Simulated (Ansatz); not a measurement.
# C3H10FNSi: the cost of one run

Method: RKS PBE-D4/def2-SVP, in Ansatz 0.2.0.

## Step 1: The starting structure

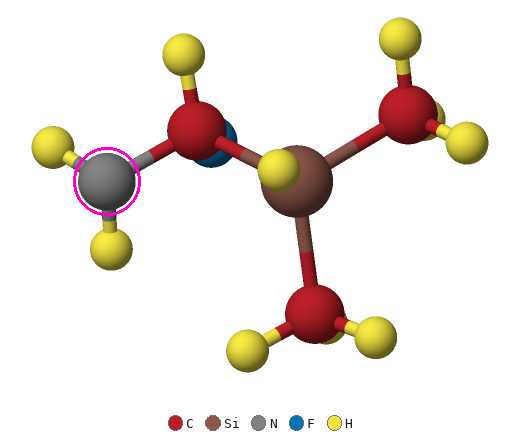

Start, viewed from a chosen angle; carbon red, silicon brown, nitrogen grey, fluorine blue, hydrogen yellow. Ringed: N5.

Structure file:

```xyz
16

C     0.4977   -1.8134    0.0590
Si    0.6336    0.0837   -0.0211
C     0.9764    0.6268   -1.7827
C    -0.8231    0.9557    0.6034
N    -1.2457    0.5407    1.9434
F    -1.9519    0.6067   -0.1725
H    -0.3798   -2.0931   -0.5472
H     1.3825   -2.2464   -0.3487
H     0.2993   -2.0927    1.1173
H     1.8167    0.4588    0.8384
H     1.9069    0.1409   -2.1190
H     1.1774    1.7160   -1.8011
H     0.1365    0.3911   -2.4559
H    -0.8106    2.0434    0.5683
H    -1.5555   -0.4399    1.9309
H    -2.0831    1.0991    2.2317
```

## Step 2: Relaxing end A

input.yaml reads:

```yaml
crystal:
  periodic: [false, false, false]
  atoms:
    - { symbol: C, position_ang: [0.4977, -1.8134, 0.059] }
    - { symbol: Si, position_ang: [0.6336, 0.0837, -0.0211] }
    - { symbol: C, position_ang: [0.9764, 0.6268, -1.7827] }
    - { symbol: C, position_ang: [-0.8231, 0.9557, 0.6034] }
    - { symbol: "N", position_ang: [-1.2457, 0.5407, 1.9434] }
    - { symbol: F, position_ang: [-1.9519, 0.6067, -0.1725] }
    - { symbol: H, position_ang: [-0.3798, -2.0931, -0.5472] }
    - { symbol: H, position_ang: [1.3825, -2.2464, -0.3487] }
    - { symbol: H, position_ang: [0.2993, -2.0927, 1.1173] }
    - { symbol: H, position_ang: [1.8167, 0.4588, 0.8384] }
    - { symbol: H, position_ang: [1.9069, 0.1409, -2.119] }
    - { symbol: H, position_ang: [1.1774, 1.716, -1.8011] }
    - { symbol: H, position_ang: [0.1365, 0.3911, -2.4559] }
    - { symbol: H, position_ang: [-0.8106, 2.0434, 0.5683] }
    - { symbol: H, position_ang: [-1.5555, -0.4399, 1.9309] }
    - { symbol: H, position_ang: [-2.0831, 1.0991, 2.2317] }
basis:
  gaussian: { orbitals: def2-SVP }
hamiltonian:
  xc: pbe
  dispersion: d4
relax:
  f_tol: 0.015
  max_steps: 40
```

On the command line:

```
$ ansatz run input.yaml --threads 2 --pin off --max-ram 3072MiB --backend cpu --events-out ev --progress --plain --runs-dir out
```

**Question.** How long does this run take on 2 threads of Intel Xeon 6975P-C (Granite Rapids), shared host, and how much memory does it need?

About 26 s, with a peak of 0.21 GiB.
